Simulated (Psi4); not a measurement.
# SiH3O2 (SMILES [O][SiH2]O) at 3 levels

We compute a comparison of 3 runs (UB3LYP/6-31G*, UPBE0/def2-SVP, UHSE03/cc-pVTZ) of SiH3O2. 

The calculation is run with Psi4 1.11.

2 further runs of the same task are left out: 2 set aside as unsound or not needed.

## (1) Starting point

SiH3O2: 6 atoms, total charge 0, spin state doublet. As SMILES, `[O][SiH2]O`. Geometry: relaxed at PBE0-D4/def2-TZVP. This is one conformer, not always the lowest.

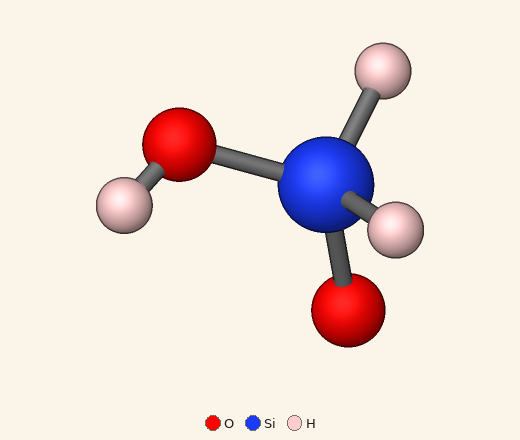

The structure, seen from a chosen angle (oxygen red, silicon blue, hydrogen pink).

## (2) Energy and forces at UB3LYP/6-31G(d) (Cartesian functions) (run 1)

Contents of run.py:

```python
import psi4

psi4.set_memory('1600 MB')
psi4.set_num_threads(1)
psi4.core.set_output_file('output.dat', False)

m = psi4.geometry("""
0 2
O     -3.15943311    -0.92653272     0.21013755
Si    -0.38833872     0.30311207    -0.49775386
O      1.79467290     0.20824782     1.67902166
H      0.22109796    -1.32337521    -2.72441815
H     -0.66801819     3.01260139    -1.12249732
H      2.27976560    -1.39518480     2.36801581
units bohr
symmetry c1
no_reorient
no_com
""")

psi4.set_options({
    'basis': '6-31G*',
    'reference': 'uks',
    'puream': False,
    'e_convergence': 1e-09,
    'd_convergence': 1e-08,
    'scf_type': 'pk',
    'dft_radial_points': 99,
    'dft_spherical_points': 590,
    'maxiter': 200,
})

e, wfn = psi4.gradient('b3lyp', return_wfn=True)
print('gradient / Eh bohr^-1')
print(e.np.round(6))
print(f'energy = {wfn.energy():.10f} Eh')
```

Started as:

```console
python run.py
```

output.dat:

```text
[...]
  Running in c1 symmetry.
[...]
  Nuclear repulsion =  110.735256139634899
[...]
  Multiplicity = 2
[...]
  Nalpha       = 17
  Nbeta        = 16
[...]
    Number of basis functions: 55
[...]
   @UKS iter   1:  -441.36387176070957   -2.53749e-01   1.64799e-02 ADIIS/DIIS
[...]
   @UKS iter  18:  -441.73186427281360   -4.14957e-12   4.60172e-09 DIIS
[...]
   @S^2 Observed:                7.538021648E-01
[...]
  @UKS Final Energy:  -441.73186427281360
   => Energetics <=
    Nuclear Repulsion Energy =            110.7352561396348989
    One-Electron Energy =                -830.3694252772670552
    Two-Electron Energy =                 309.5826145095579136
    DFT Exchange-Correlation Energy =     -31.6803096447393351
    Empirical Dispersion Energy =           0.0000000000000000
    VV10 Nonlocal Energy =                  0.0000000000000000
    Total Energy =                       -441.7318642728135956
[...]
  -Total Gradient:
     Atom            X                  Y                   Z
    ------   -----------------  -----------------  -----------------
       1        0.008970142483     0.004061003094    -0.001686764025
       2        0.000602215266    -0.003146186915     0.007698889571
       3       -0.006844027168    -0.008233250734    -0.005373130997
       4       -0.000041846909     0.000044447308     0.001445143878
       5       -0.000609649366    -0.000424478755     0.000780577977
       6       -0.002069157870     0.007721520669    -0.002867316541
[...]
```

Standard output:

```text
gradient / Eh bohr^-1
[[ 8.970e-03  4.061e-03 -1.687e-03]
 [ 6.020e-04 -3.146e-03  7.699e-03]
 [-6.844e-03 -8.233e-03 -5.373e-03]
 [-4.200e-05  4.400e-05  1.445e-03]
 [-6.100e-04 -4.240e-04  7.810e-04]
 [-2.069e-03  7.722e-03 -2.867e-03]]
energy = -441.7318642728 Eh
```

Wall time 15 s (1 thread of Intel Xeon 6975P-C (Granite Rapids), shared host); peak memory 0.73 GiB.

## (3) A single-point energy at UPBE0/def2-SVP (run 2)

Contents of calc.inp:

```
memory 1.6 GB

molecule geom {
  0 2
  O     -1.671900    -0.490300     0.111200
  Si    -0.205500     0.160400    -0.263400
  O      0.949700     0.110200     0.888500
  H      0.117000    -0.700300    -1.441700
  H     -0.353500     1.594200    -0.594000
  H      1.206400    -0.738300     1.253100
  symmetry c1
}

set basis def2-SVP
set reference uks
set puream true
set e_convergence 1e-09
set d_convergence 1e-08
set scf_type pk
set dft_radial_points 99
set dft_spherical_points 590
set maxiter 200

result, w = energy("pbe0", return_wfn=True)
```

Started as:

```console
psi4 -i calc.inp -o calc.out -n 1
```

calc.out:

```text
[...]
  Running in c1 symmetry.
[...]
  Nuclear repulsion =  110.735256126197982
[...]
  Multiplicity = 2
[...]
  Nalpha       = 17
  Nbeta        = 16
[...]
    Number of basis functions: 61
[...]
   @UKS iter   1:  -440.92963177902089   -3.03508e-01   1.33302e-02 DIIS/ADIIS
[...]
   @UKS iter  18:  -441.23728417859934   -1.87583e-12   4.69913e-09 DIIS
[...]
   @S^2 Observed:                7.541325506E-01
[...]
  @UKS Final Energy:  -441.23728417859934
   => Energetics <=
    Nuclear Repulsion Energy =            110.7352561261979815
    One-Electron Energy =                -830.1176668527759830
    Two-Electron Energy =                 307.6250585383038469
    DFT Exchange-Correlation Energy =     -29.4799319903251984
    Empirical Dispersion Energy =           0.0000000000000000
    VV10 Nonlocal Energy =                  0.0000000000000000
    Total Energy =                       -441.2372841785993387
[...]
 Multipole Moments:
 ------------------------------------------------------------------------------------
     Multipole            Electronic (a.u.)      Nuclear  (a.u.)        Total (a.u.)
 ------------------------------------------------------------------------------------
 L = 1.  Multiply by 2.5417464519 to convert [e a0] to [Debye]
 Dipole X            :         -1.0523937            1.6382491            0.5858554
 Dipole Y            :         -0.4889355            0.2123426           -0.2765929
 Dipole Z            :          1.0543841           -1.0882060           -0.0338219
 Magnitude           :                                                    0.6487481
[...]
```

It took 14 s on 1 thread of Intel Xeon 6975P-C (Granite Rapids), shared host; peak memory 0.76 GiB.

## (4) A single-point energy at UHSE03/cc-pVTZ (density fitting) (run 3)

Contents of calc.in:

```
memory 1600 mb

molecule {
  0 2
  O     -1.671900    -0.490300     0.111200
  Si    -0.205500     0.160400    -0.263400
  O      0.949700     0.110200     0.888500
  H      0.117000    -0.700300    -1.441700
  H     -0.353500     1.594200    -0.594000
  H      1.206400    -0.738300     1.253100
  symmetry c1
}

set basis cc-pVTZ
set reference uks
set scf_type mem_df

result = energy('hse03')
print_variables()
```

Started as:

```console
psi4 -i calc.in -o calc.out -n 1
```

calc.out:

```text
[...]
  Running in c1 symmetry.
[...]
  Nuclear repulsion =  110.735256126197982
[...]
  Multiplicity = 2
[...]
  Nalpha       = 17
  Nbeta        = 16
[...]
    Number of basis functions: 136
[...]
   @DF-UKS iter   1:  -441.56723825361308   -2.75668e-01   6.88042e-03 DIIS/ADIIS
[...]
   @DF-UKS iter  15:  -441.92351458450906   -2.51553e-07   3.53058e-07 DIIS
[...]
   @S^2 Observed:                7.547497108E-01
[...]
  @DF-UKS Final Energy:  -441.92351458450906
   => Energetics <=
    Nuclear Repulsion Energy =            110.7352561261979815
    One-Electron Energy =                -830.6216098725321899
    Two-Electron Energy =                 308.3324970578979105
    DFT Exchange-Correlation Energy =     -30.3696578960727841
    Empirical Dispersion Energy =           0.0000000000000000
    VV10 Nonlocal Energy =                  0.0000000000000000
    Total Energy =                       -441.9235145845090642
[...]
 Multipole Moments:
 ------------------------------------------------------------------------------------
     Multipole            Electronic (a.u.)      Nuclear  (a.u.)        Total (a.u.)
 ------------------------------------------------------------------------------------
 L = 1.  Multiply by 2.5417464519 to convert [e a0] to [Debye]
 Dipole X            :         -1.0551963            1.6382491            0.5830528
 Dipole Y            :         -0.4457465            0.2123426           -0.2334039
 Dipole Z            :          1.0411728           -1.0882060           -0.0470331
 Magnitude           :                                                    0.6297937
[...]
```

Wall time 17 s (1 thread of Intel Xeon 6975P-C (Granite Rapids), shared host); peak memory 0.87 GiB.

## (5) Overview of the runs

```
run                                level      task  Cartesian functions  energy (Eh)  dipole moment (D)  HOMO energy (eV)  LUMO energy (eV)  wall time
  1  UB3LYP/6-31G* (Cartesian functions)  gradient                  yes  -441.731864               1.68             -8.54             -4.84       15 s
  2                       UPBE0/def2-SVP    energy                   no  -441.237284               1.65             -8.92             -4.42       14 s
  3     UHSE03/cc-pVTZ (density fitting)    energy                   no  -441.923515               1.60             -8.97             -5.21       17 s
```

## (6) What came out

| quantity | value |
| --- | --- |
| run 3: total energy | -441.92351 Eh |
| run 3: dipole moment | 1.60 D |
| run 3: HOMO energy (highest over α and β) | -8.97 eV |
| run 3: LUMO energy (lowest over α and β) | -5.21 eV |
| run 3: ⟨S²⟩ | 0.755 |

**Reading.** The dipole moment (its size) runs from 1.60 D (UHSE03/cc-pVTZ) to 1.68 D (UB3LYP/6-31G*). The two ends differ in method and basis. Totals of different functionals can't be ranked against each other. All runs together took 46 s, the longest 17 s.
